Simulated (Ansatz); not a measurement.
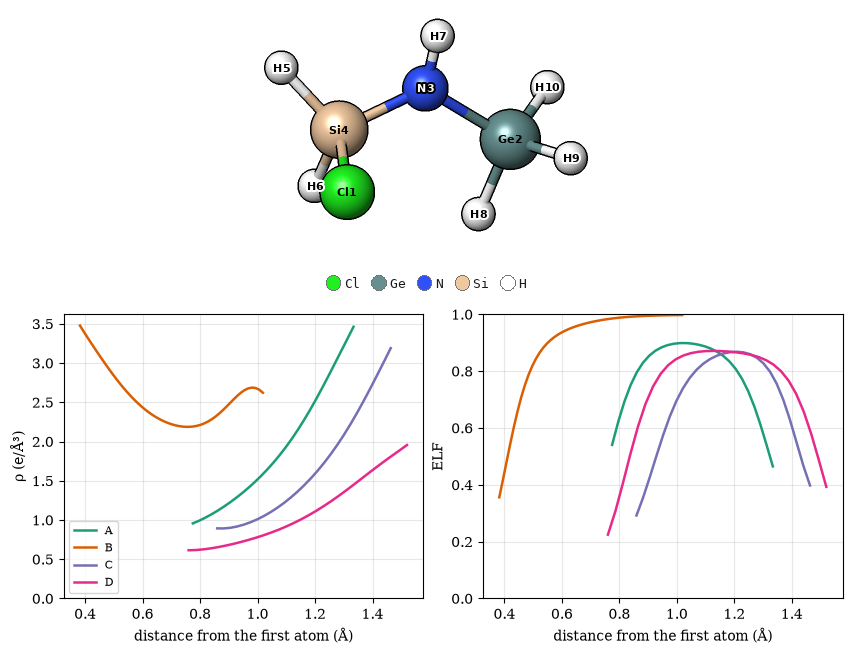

*ClGeH6NSi (SMILES Cl[SiH2][NH][GeH3]). Electron density and electron localisation function along straight lines between neighbouring atoms. The curves leave out the atomic cores. The structure is drawn too.*

Geometry: B3LYP-D3(BJ)/def2-SVP.

All numbers below come from isolated molecule in a Gaussian basis; Kohn-Sham density functional theory, functional PBE0 in Ansatz 0.2.0.

Input file:

```
crystal:
  periodic: [false, false, false]
  atoms:
    - symbol: Cl
      position_ang: [0.502824, 0.928532, -1.539636]
    - symbol: Ge
      position_ang: [-2.870808, 0.219691, 0.871019]
    - symbol: "N"
      position_ang: [-1.162361, -0.504811, 0.778957]
    - symbol: Si
      position_ang: [-0.255521, -0.812229, -0.651147]
    - symbol: H
      position_ang: [0.913617, -1.662413, -0.311655]
    - symbol: H
      position_ang: [-1.141753, -1.435627, -1.663812]
    - symbol: H
      position_ang: [-0.623724, -0.425041, 1.639441]
    - symbol: H
      position_ang: [-3.520239, -0.073261, -0.491885]
    - symbol: H
      position_ang: [-2.825751, 1.740519, 1.133425]
    - symbol: H
      position_ang: [-3.635510, -0.477107, 2.014411]
basis:
  gaussian:
    orbitals: def2-TZVPD
hamiltonian:
  xc: {name: PBE0}
output: {forces: true, orbitals: {seedname: orbitals}}
```

Command:

```sh
ansatz run input.yaml --threads 2 --pin off --max-ram 4350MiB --events-out events.jsonl --progress --plain --runs-dir runs
```

Question: Which curve belongs to which contact (Ge–N, N–H, Si–Cl and Si–N)? The first atom named is at distance zero.

Answer: Curve A: Si–N (1.72 Å): ρ at the midpoint is about 1.1 e/Å³; the ELF peaks at about 0.90 between the atoms (a polar covalent bond). Curve B: N–H (1.02 Å): the density is about 2.8 e/Å³ at the midpoint; the ELF climbs to about 1 towards the hydrogen, as it does in any bond to H (an ordinary covalent bond to hydrogen). Curve C: Ge–N (1.86 Å): ρ at the midpoint is about 0.92 e/Å³; the ELF peaks at about 0.85 in the valence shell of N, 0.7 Å from its nucleus, and is about 0.50 at the midpoint. Curve D: Si–Cl (2.10 Å): ρ is about 0.84 e/Å³ halfway; the ELF peaks at about 0.85 between the atoms, as expected for a shared but strongly polarised pair.
